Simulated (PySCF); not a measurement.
# C3H7FO2Si: electronic excitations

What electronic excitations should C3H7FO2Si (`CCOC(=O)[SiH2]F`) show?

Computed with PySCF 2.14.0, with density-fitted response routines of our own, on a single molecule in the gas phase. Atoms are numbered from 0 throughout.

**1. The molecule as given**

14 atoms, charge 0, multiplicity 1; geometry from: GFN2-xTB.

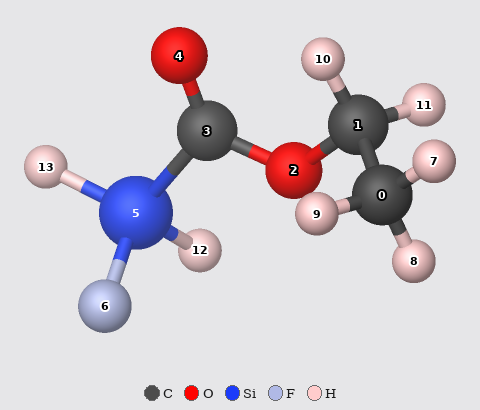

The starting geometry (carbon dark grey, oxygen red, silicon blue, fluorine light blue, hydrogen pink), atoms numbered; sticks join atoms by distance.

**2. Ultraviolet spectrum: CAM-B3LYP/def2-SVPD**

What the job is given:

```
{"job": {"kind": "uv", "xc": "CAM-B3LYP", "basis": "def2-SVPD", "nstates": 8, "ntriplets": 3}, "charge": 0, "multiplicity": 1}
C     -2.219133     0.424054     0.028378
C     -1.270055    -0.697780     0.416586
O      0.064347    -0.373963     0.004467
C      1.028614    -0.297726     0.922034
O      0.873342    -0.534327     2.094578
Si     2.658338     0.256486     0.071535
F      2.451371     1.815570    -0.271473
H     -3.235668     0.149082     0.296091
H     -2.169358     0.602564    -1.042773
H     -1.952152     1.341593     0.547322
H     -1.265946    -0.858950     1.499400
H     -1.540376    -1.629135    -0.089955
H      2.803373    -0.397399    -1.216939
H      3.772623     0.199457     0.998607
```

Method: TDDFT CAM-B3LYP/def2-SVPD, vertical, gas phase, core orbitals frozen in the response.

On the command line:

```console
$ OMP_NUM_THREADS=1 python probes_run.py task.json out
```

One launch serves the whole session: the jobs run in the order shown.

The log of the run:

```text
coarse grid: 12480 points
cycle   1  E = -657.5957221222  dE =  8.990e-01  |g| = 9.984e-01  |ddm| = 4.973e+00
cycle   2  E = -657.3653395575  dE =  2.304e-01  |g| = 1.548e+00  |ddm| = 2.702e+00
cycle   3  E = -657.7847360905  dE = -4.194e-01  |g| = 1.893e-01  |ddm| = 1.692e+00
cycle   4  E = -657.7901762076  dE = -5.440e-03  |g| = 8.702e-02  |ddm| = 2.306e-01
cycle   5  E = -657.7915135198  dE = -1.337e-03  |g| = 1.206e-02  |ddm| = 8.963e-02
cycle   6  E = -657.7915458424  dE = -3.232e-05  |g| = 4.160e-03  |ddm| = 2.414e-02
cycle   7  E = -657.7915502483  dE = -4.406e-06  |g| = 9.107e-04  |ddm| = 7.849e-03
final grid: 117176 points
cycle   8  E = -657.8983611654  dE = -2.764e-05  |g| = 3.195e-03  |ddm| = 5.696e-02
cycle   9  E = -657.8983612851  dE = -1.197e-07  |g| = 3.343e-03  |ddm| = 9.674e-03
cycle  10  E = -657.8983634679  dE = -2.183e-06  |g| = 4.391e-04  |ddm| = 3.746e-03
cycle  11  E = -657.8983634971  dE = -2.916e-08  |g| = 2.169e-04  |ddm| = 6.089e-04
cycle  12  E = -657.8983635056  dE = -8.569e-09  |g| = 8.130e-05  |ddm| = 3.443e-04
cycle  13  E = -657.8983635070  dE = -1.345e-09  |g| = 2.199e-05  |ddm| = 8.520e-05
cycle  14  E = -657.8983635071  dE = -1.344e-10  |g| = 5.887e-06  |ddm| = 4.015e-05
converged SCF energy = -657.8983635071

Static polarisability (au): isotropic 68.737, principal 56.921 66.867 82.423

Singlet excitations
state   eV       nm        f      main configurations
  1   4.8771    254.2   0.00336   H->L 0.88
  2   7.1765    172.8   0.07316   H-1->L 0.87
  3   7.3083    169.6   0.00992   H-2->L 0.51, H-4->L 0.16
  4   7.5491    164.2   0.00392   H->L+3 0.32, H-2->L 0.19, H->L+4 0.11
  5   7.7688    159.6   0.02073   H->L+1 0.60, H-3->L 0.16, H->L+4 0.08
  6   7.8493    158.0   0.01211   H-3->L 0.58, H->L+1 0.10, H-4->L 0.09
  7   8.3654    148.2   0.15711   H->L+3 0.32, H->L+4 0.31, H->L+2 0.17
  8   8.5522    145.0   0.00484   H-4->L 0.43, H-2->L 0.14, H-5->L 0.09

Triplet excitations (Tamm-Dancoff, eV): 4.2299 5.3832 6.8545
```

Wall time 37 s (1 thread of Arm Neoverse V2, shared host); peak memory 0.93 GiB.

The orbitals next to the gap, with their largest atomic shares:

```tsv
orbital	eV	atoms
HOMO−3	-11.62	Si5 25 %, H13 19 %, F6 15 %
HOMO−2	-11.32	O2 30 %, C1 17 %, H10 10 %
HOMO−1	-10.44	O2 40 %, O4 26 %, C1 10 %
HOMO	-9.41	O4 54 %, C3 14 %, Si5 11 %
LUMO	-0.17	Si5 26 %, C3 25 %, O4 18 %
LUMO+1	1.18	Si5 22 %, C0 15 %, C1 11 %
LUMO+2	1.62	Si5 37 %, H12 10 %, H13 10 %
```

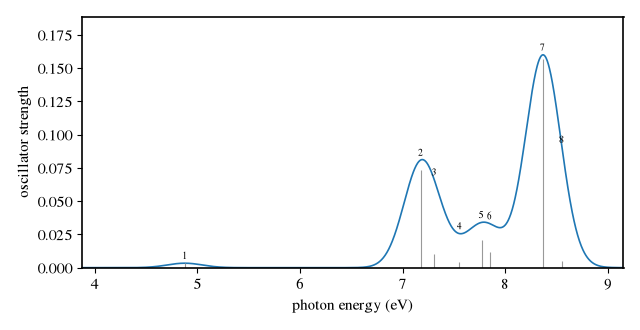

Absorption spectrum from the 8 singlet states computed; above the last one it falls off for lack of states. Lines are broadened to a width of 0.40 eV (Gaussian).

Ground-state properties from the same run:

```tsv
property	computed
dipole moment (D)	2.17
polarisability (Å³)	10.19
HOMO–LUMO gap (eV)	9.24
−ε(HOMO) (eV)	9.41
```

**3. What came out**

```
                                quantity                        value
    lowest singlet (CAM-B3LYP/def2-SVPD)  4.88 eV (254 nm), f = 0.003
brightest single state of those computed  state 7, 8.37 eV, f = 0.157
                          lowest triplet                      4.23 eV
```

What this shows: The lowest singlet, at 4.88 eV, is HOMO→LUMO 0.88 and is weak; of the 8 states computed, the strongest absorption comes from state 7 at 8.37 eV. The lowest triplet lies 0.65 eV below the lowest singlet (triplets in Tamm-Dancoff, singlets in full TDDFT).
